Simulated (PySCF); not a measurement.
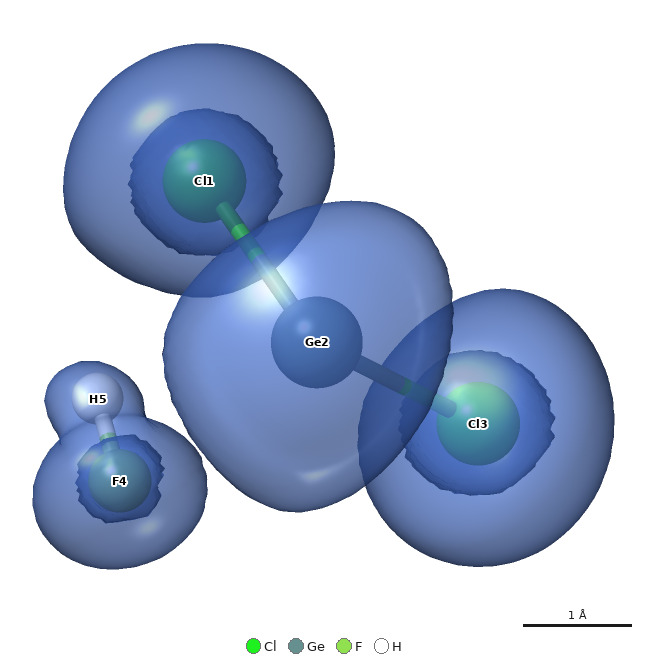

Figure. Cl₂Ge···HF. Isosurface of the ELF at 0.75 (blue), seen across its widest extent. Core shells and regions of very low density are left out.

Geometry: PBE0-D3(BJ)/def2-SVPD.

These are results of PySCF 2.14.0, wB97M-D3(BJ)/def2-TZVPD, SCF density, gas phase, not measurements.

```xyz
5

Cl   -1.8510    0.3631   -0.1850
Ge   -0.0240   -0.9963   -0.2328
Cl    1.5370    0.5608   -0.1532
F    -0.5218   -0.5569   -2.6031
H    -1.2097    0.0162   -2.3195
```

### Identify the bonds, lone pairs and shells in this picture.

At this value the surface marks out one lobe on Ge, pointing away from the bonds (lone pairs), two regions wrapped around Cl (the valence shell of each) and one joined region spread over several atoms (F, H), in which their bonds and any lone pairs are merged. Profiles from the grid: Ge2···F4 (2.46 Å): the ELF dips to about 0.10 between them. Ge–Cl (2.21 Å): the ELF peaks at about 0.80 in the valence shell of Cl, 0.8 Å from its nucleus, and is about 0.65 at the midpoint.
